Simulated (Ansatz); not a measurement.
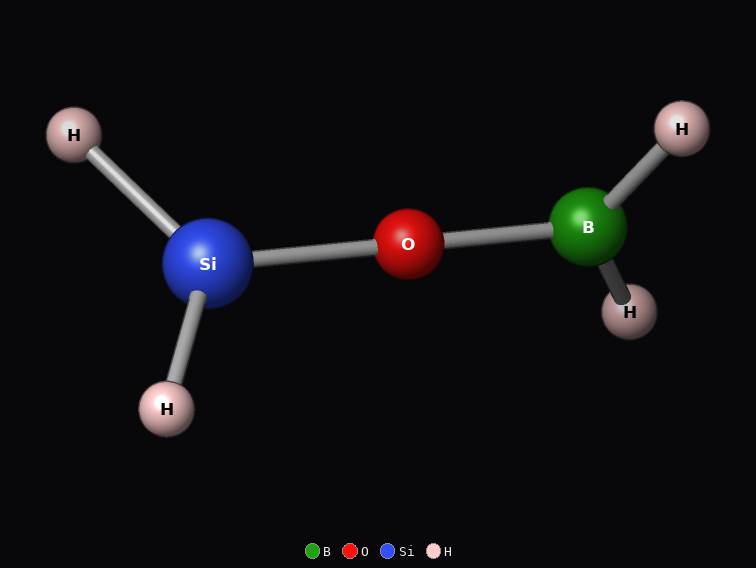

Depth is shown by fading: the farther an atom, the more it takes the colour of the background. The species has charge +1 and is a spin singlet. The computed structure is the end point of a PBE0-D4/def2-TZVP optimisation. No frequency run is at hand to confirm it as a minimum.

Question: List the symmetry elements and name the point group.

Answer: It has 1 C2 axis and 2 mirror planes, so the point group is C2v. The group has 4 operations. The geometry is achiral, and symmetry allows a dipole moment.
